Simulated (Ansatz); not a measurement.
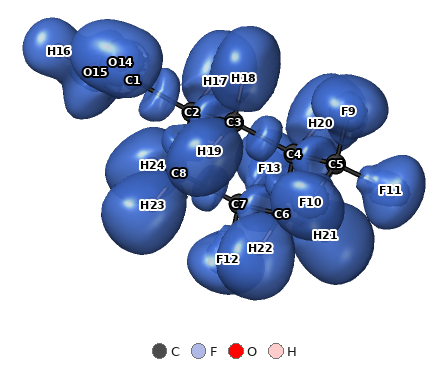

The picture shows: C$_{8}$H$_{9}$F$_{5}$O$_{2}$ (SMILES O=C(O)C1CC(C(F)(F)F)CC(F)(F)C1). Isosurface of the electron localisation function at 0.75 (blue), seen at an oblique angle. Core shells and regions of very low density are left out.

Geometry: PBE-D3(BJ)/def2-SVP.

Theory: isolated molecule in a Gaussian basis; Kohn-Sham density functional theory, functional PBE0 (Ansatz).

```xyz
24

C     0.0883    1.9138    1.1370
C    -0.1096    0.5639    0.4639
C    -1.2939    0.5976   -0.5076
C    -1.5120   -0.7733   -1.1656
C    -2.6891   -0.7470   -2.1313
C    -0.2385   -1.2715   -1.8649
C     0.9355   -1.2724   -0.8976
C     1.1768    0.0727   -0.2275
F    -3.8295   -0.3638   -1.5110
F    -2.4770    0.1152   -3.1583
F    -2.9120   -1.9693   -2.6723
F     2.0733   -1.6732   -1.5526
F     0.6935   -2.2174    0.0881
O    -0.6127    2.8929    0.9725
O     1.1583    1.9040    1.9714
H     1.2003    2.8060    2.3579
H    -0.3262   -0.1589    1.2830
H    -2.2096    0.9206    0.0226
H    -1.1029    1.3600   -1.2920
H    -1.7883   -1.5123   -0.3832
H    -0.3700   -2.2974   -2.2598
H     0.0128   -0.6071   -2.7163
H     1.4960    0.7934   -1.0084
H     2.0059   -0.0358    0.4973
```

> Describe the localisation domains.

The surface consists of eight regions between bonded C–C atoms (shared pairs), eight regions around hydrogen nuclei, five regions on F in which the atom's valence shell and bonds are merged, one region on O in which the atom's valence shell and bonds are merged and one joined region spread over several atoms (H, O), in which their bonds and any lone pairs are merged. Profiles from the grid: C–O (1.22 Å): the ELF peaks at about 0.85 between the atoms (a short, multiple covalent bond). C–F (1.35 Å): the ELF peaks at about 0.85 between the atoms: a polar covalent bond.
